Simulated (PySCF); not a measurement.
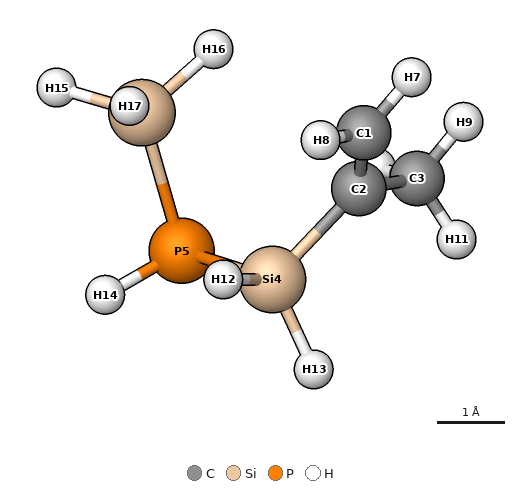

**Figure 1.** The structure as given in the input (ball-and-stick view, seen at a tilt; atoms are numbered from 1 in the order of the input). Bond lengths as drawn: C–C 1.34 to 1.50 Å, C–H 1.09 to 1.10 Å, C–Si 1.88 Å, H–P 1.43 Å, H–Si 1.49 to 1.50 Å and P–Si 2.26 to 2.27 Å.

# Two runs on C3H11PSi2

System: C3H11PSi2, SMILES C=C(C)[SiH2]P[SiH3].
Method of run 1: TDDFT CAM-B3LYP/def2-SVPD, vertical, gas phase, core orbitals frozen in the response (PySCF 2.14.0).

The geometry comes from this level: PBE0-D3(BJ)/def2-SVP. Text and figures count atoms from 1; the logs count them from 0 in places.

## Input file, run 1
```
{"job": {"kind": "uv", "xc": "CAM-B3LYP", "basis": "def2-SVPD", "ip": true}, "charge": 0, "multiplicity": 1}
C     -1.599396    -0.023539     1.236234
C     -1.320137    -0.502117     0.014604
C     -1.319744    -1.970580    -0.298069
Si    -0.824014     0.691456    -1.347327
P      1.290076     0.116957    -1.943715
Si     2.159532     0.404694     0.125585
H     -1.853981    -0.693343     2.067215
H     -1.585888     1.047965     1.458679
H     -1.591961    -2.575289     0.580526
H     -0.325747    -2.300286    -0.646278
H     -2.025510    -2.205479    -1.111908
H     -0.915945     2.096383    -0.845021
H     -1.693073     0.538520    -2.555777
H      1.652140     1.414903    -2.418462
H      3.635810     0.593216    -0.010709
H      1.898707    -0.841210     0.904750
H      1.587545     1.571763     0.867175
```

The first line tells a small driver script what to run in PySCF; the rest is the geometry in Å.

Hardware: 1 CPU thread, shared host.

## Output (run 1)
```
coarse grid: 14952 points
cycle   1  E = -1040.6680159995  dE =  1.400e-01  |g| = 2.820e-01  |ddm| = 5.307e+00
cycle   2  E = -1040.6842660638  dE = -1.625e-02  |g| = 1.958e-01  |ddm| = 9.663e-01
cycle   3  E = -1040.6952864469  dE = -1.102e-02  |g| = 3.476e-02  |ddm| = 4.572e-01
cycle   4  E = -1040.6956553571  dE = -3.689e-04  |g| = 1.355e-02  |ddm| = 1.076e-01
cycle   5  E = -1040.6957046405  dE = -4.928e-05  |g| = 4.765e-03  |ddm| = 3.092e-02
cycle   6  E = -1040.6957106998  dE = -6.059e-06  |g| = 9.915e-04  |ddm| = 7.993e-03
final grid: 128496 points
cycle   7  E = -1040.8323162973  dE = -1.885e-05  |g| = 2.642e-03  |ddm| = 6.160e-02
cycle   8  E = -1040.8323168010  dE = -5.037e-07  |g| = 2.393e-03  |ddm| = 1.030e-02
cycle   9  E = -1040.8323183367  dE = -1.536e-06  |g| = 1.836e-04  |ddm| = 3.982e-03
cycle  10  E = -1040.8323183424  dE = -5.696e-09  |g| = 1.659e-04  |ddm| = 6.806e-04
cycle  11  E = -1040.8323183496  dE = -7.276e-09  |g| = 2.198e-05  |ddm| = 2.881e-04
cycle  12  E = -1040.8323183498  dE = -1.796e-10  |g| = 7.894e-06  |ddm| = 6.206e-05
converged SCF energy = -1040.8323183498

Static polarisability (au): isotropic 120.509, principal 106.619 123.863 131.044

Singlet excitations
state   eV       nm        f      main configurations
  1   6.0839    203.8   0.00512   H->L+1 0.54, H->L 0.23
  2   6.2774    197.5   0.15135   H->L 0.56, H->L+3 0.20, H->L+1 0.13
  3   6.5056    190.6   0.06952   H->L+2 0.57, H->L+3 0.16
  4   6.5943    188.0   0.02339   H->L+3 0.46, H->L+2 0.20
  5   6.7610    183.4   0.12460   H-1->L 0.48, H-3->L 0.29
  6   6.9083    179.5   0.01654   H-3->L 0.29, H-1->L 0.29
  7   7.0023    177.1   0.05827   H-1->L+1 0.42, H->L+4 0.18, H-1->L 0.10
  8   7.0613    175.6   0.00080   H->L+5 0.36, H->L+4 0.20, H-1->L+1 0.17
  9   7.2980    169.9   0.02767   H->L+6 0.41, H->L+4 0.18, H->L+5 0.09
 10   7.4047    167.4   0.01529   H-1->L+3 0.48, H-2->L+1 0.14

Triplet excitations (Tamm-Dancoff, eV): 4.1304 5.4129 5.6154 5.8990
Vertical ionisation energy (delta-SCF) = 9.0482 eV
```

Run 2 used a changed input.

## The two runs side by side

```tsv
quantity	run 1	run 2
outcome	converged	converged
total energy (hartree)	−1040.832318	−1040.850573
HOMO (eV)	−8.41	−8.97
LUMO (eV)	0.58	1.25
dipole moment (D)	0.85	0.93
lowest excitation (eV)	6.08	6.14
SCF iterations	12	13
strongest computed line (eV)	6.28	6.32
basis functions	220	220
wall time (shared host)	2.6 min	2.4 min
```

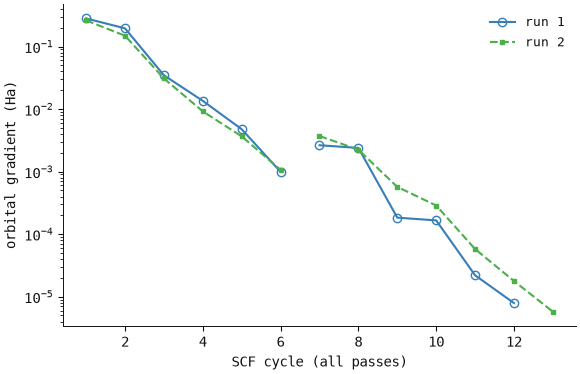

**Figure 2.** Convergence of the two runs: orbital gradient against the SCF cycle. A break in a curve parts two SCF passes (coarse and final grid). Run 1 takes 12 cycles in all, and run 2 takes 13.

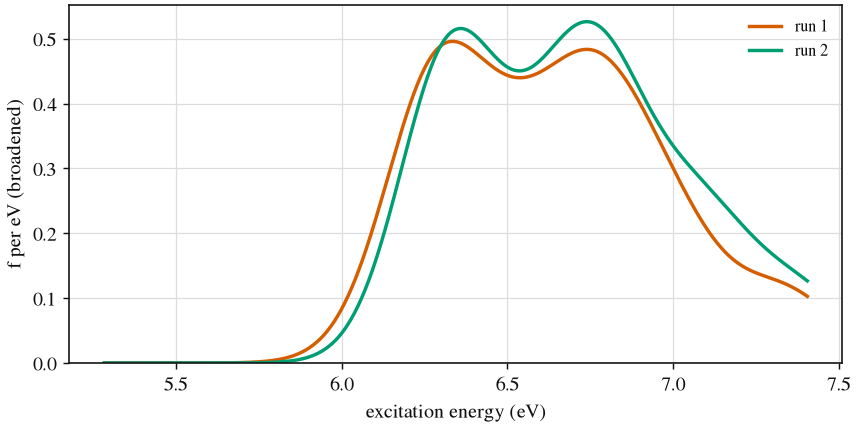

**Figure 3.** Absorption of the two runs from their computed states, each broadened by a Gaussian of 0.35 eV full width; the range ends where the shorter list of states ends.

Which change of the input explains these differences?

The change (lines with − go, lines with + come):
```diff
-"xc": "CAM-B3LYP"
+"xc": "wB97X-D"
```

The total energies belong to different methods, so their difference says nothing on which is more stable or more accurate. The HOMO goes from −8.41 to −8.97 eV. The LUMO goes from 0.58 to 1.25 eV. The dipole moment goes from 0.85 to 0.93 D. The lowest excitation goes from 6.08 to 6.14 eV. The strongest computed line goes from 6.28 to 6.32 eV. The functional changes from CAM-B3LYP to wB97X-D. The SCF takes 13 iterations against 12.

## Output (run 2)
```
coarse grid: 14952 points
cycle   1  E = -1040.6886613305  dE =  1.444e-01  |g| = 2.622e-01  |ddm| = 5.071e+00
cycle   2  E = -1040.7076149304  dE = -1.895e-02  |g| = 1.491e-01  |ddm| = 9.199e-01
cycle   3  E = -1040.7142323597  dE = -6.617e-03  |g| = 3.092e-02  |ddm| = 3.950e-01
cycle   4  E = -1040.7145951467  dE = -3.628e-04  |g| = 9.191e-03  |ddm| = 1.227e-01
cycle   5  E = -1040.7146221751  dE = -2.703e-05  |g| = 3.666e-03  |ddm| = 2.814e-02
cycle   6  E = -1040.7146264439  dE = -4.269e-06  |g| = 1.068e-03  |ddm| = 9.577e-03
final grid: 128496 points
cycle   7  E = -1040.8505681485  dE = -9.322e-05  |g| = 3.711e-03  |ddm| = 1.503e-01
cycle   8  E = -1040.8505716612  dE = -3.513e-06  |g| = 2.243e-03  |ddm| = 1.992e-02
cycle   9  E = -1040.8505730323  dE = -1.371e-06  |g| = 5.694e-04  |ddm| = 5.402e-03
cycle  10  E = -1040.8505731423  dE = -1.100e-07  |g| = 2.871e-04  |ddm| = 2.045e-03
cycle  11  E = -1040.8505731668  dE = -2.455e-08  |g| = 5.780e-05  |ddm| = 6.411e-04
cycle  12  E = -1040.8505731689  dE = -2.030e-09  |g| = 1.777e-05  |ddm| = 2.744e-04
cycle  13  E = -1040.8505731691  dE = -1.987e-10  |g| = 5.753e-06  |ddm| = 8.065e-05
converged SCF energy = -1040.8505731691

Static polarisability (au): isotropic 120.684, principal 106.627 124.168 131.258

Singlet excitations
state   eV       nm        f      main configurations
  1   6.1394    201.9   0.00145   H->L+1 0.64, H->L 0.16, H->L+6 0.09
  2   6.3234    196.1   0.17234   H->L 0.63, H->L+3 0.14, H->L+1 0.11
  3   6.5788    188.5   0.05843   H->L+2 0.57, H->L+3 0.15
  4   6.6809    185.6   0.02051   H->L+3 0.48, H->L+2 0.18, H-3->L 0.09
  5   6.7732    183.1   0.12922   H-1->L 0.42, H-3->L 0.32
  6   6.9246    179.0   0.02352   H-1->L 0.35, H-3->L 0.24
  7   7.0806    175.1   0.04546   H->L+4 0.33, H->L+5 0.27, H-1->L+1 0.14
  8   7.1158    174.2   0.02677   H-1->L+1 0.46, H->L+5 0.20, H-1->L 0.08
  9   7.3639    168.4   0.03253   H->L+4 0.34, H->L+5 0.22, H->L+6 0.12
 10   7.4923    165.5   0.00883   H-1->L+3 0.47, H-2->L+1 0.15, H-1->L+4 0.08

Triplet excitations (Tamm-Dancoff, eV): 4.2401 5.5247 5.7436 6.0039
Vertical ionisation energy (delta-SCF) = 9.0507 eV
```
